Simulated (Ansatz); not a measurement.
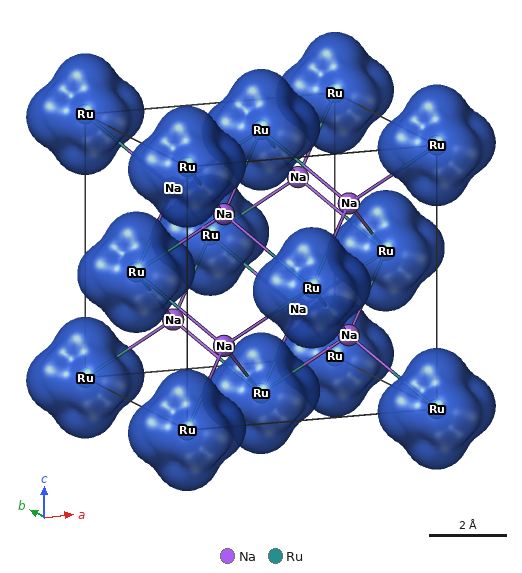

Figure 1: Na$_{2}$Ru. Isosurface of the magnetisation density (up minus down) at +0.03 e/Å³ (blue), seen slightly off an axis. Sticks mark near contacts.

Space group Fm-3m; a structure generated by program, which may or may not match a known phase; spin-polarised.

The calculation used DFT PBE, scalar-relativistic, plane waves, PAW (Ansatz 0.2.0).

The density is the valence pseudo-density of a PAW calculation; it isn't the true density close to the nuclei.

```xyz
12
Lattice="7.0908 0.0000 0.0000 0.0000 7.0908 0.0000 0.0000 0.0000 7.0908" Properties=species:S:1:pos:R:3 pbc="T T T"
Na    5.3181    1.7727    1.7727
Na    1.7727    5.3181    1.7727
Na    1.7727    1.7727    5.3181
Na    5.3181    5.3181    5.3181
Na    1.7727    1.7727    1.7727
Na    5.3181    5.3181    1.7727
Na    5.3181    1.7727    5.3181
Na    1.7727    5.3181    5.3181
Ru    0.0000    0.0000    0.0000
Ru    3.5454    3.5454    0.0000
Ru    3.5454    0.0000    3.5454
Ru    0.0000    3.5454    3.5454
```

**Which atoms carry the moments, and with what signs?**

The spin density sits on Ru: +2.0 μB (×4) in one cell of 12 atoms: parallel main moments, as they must be, since the calculation's own cell holds one magnetic site. The cell of the calculation (3 atoms) carries 2.1 μB of net spin moment.
